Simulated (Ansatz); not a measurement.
# Response to strain in TiO2

Take TiO2 in the anatase structure (space group I4_1/amd, No. 141) as the base.

```xyz
6
Lattice="-1.8697 1.8697 4.7275 1.8697 -1.8697 4.7275 1.8697 1.8697 -4.7275" Properties=species:S:1:pos:R:3 pbc="T T T"
Ti     0.0000     1.8697     2.3638
Ti     0.0000     0.0000     0.0000
O      0.0000     1.8697     0.3973
O      0.0000     0.0000     7.4886
O      0.0000     0.0000     1.9665
O      0.0000     1.8697     4.3303
```

Cartesian axes are those of the cell as printed.

Strains are applied to the cell and any free atomic positions relax.

Level of theory: Kohn–Sham DFT with the LDA functional, run in Ansatz (a quantum-chemistry and plane-wave program) with PAW and 420 eV plane waves, no SOC.

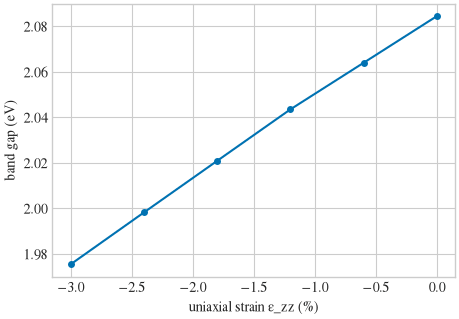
Figure: Band gap against uniaxial strain ε_zz

Question: From the plot, what is the band gap for uniaxial strain ε_zz = −3.00 %?

Answer: About 1.98 eV.

Question: Is the trend monotonic over the range shown?

Answer: Yes, it rises throughout, spanning 1.98 eV to 2.08 eV.

Stability against distortions was not tested. The final runs are not spin-polarised.
